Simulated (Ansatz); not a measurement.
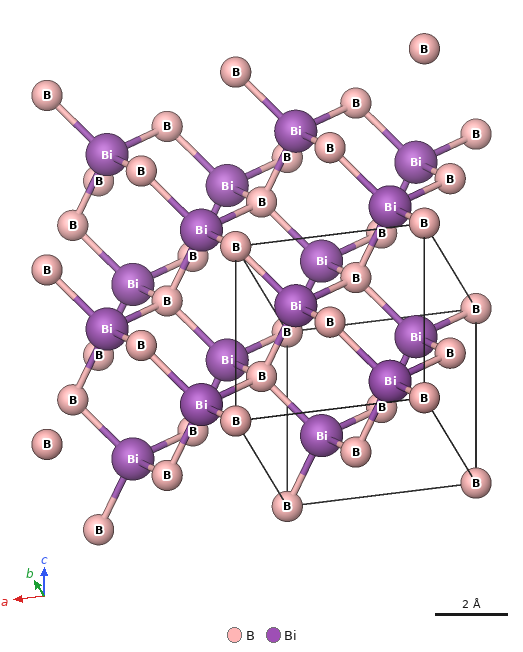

Reference structure: a crystal of BiB (built on the zincblende type) at its r2SCAN-relaxed geometry. A ball-and-stick model of the conventional cell (4 times the calculation's cell), repeated 2 × 1 × 2 with one cell outlined, seen from a free direction. Lengths and directions refer to the drawn axes.

Theory: DFT, HSE06, plane waves, PAW (Ansatz 0.2.0). (plane-wave cutoff 420 eV; k-point mesh 6 × 6 × 6; occupations fixed; no spin polarisation)

Now this is done to it. All lengths are scaled by −1.0 % (volume −3.0 %). The atoms were relaxed with r2SCAN under that strain, and this is a single point on that geometry.

> Predict the response.

It lowers the energy by 2.1 meV per atom. Pressure: −1.8 GPa before, 0.7 GPa after. All forces vanish by symmetry. Among the bonded contacts that change: B–Bi 2.377 → 2.353 Å. The space group stays F-43m (No. 216).
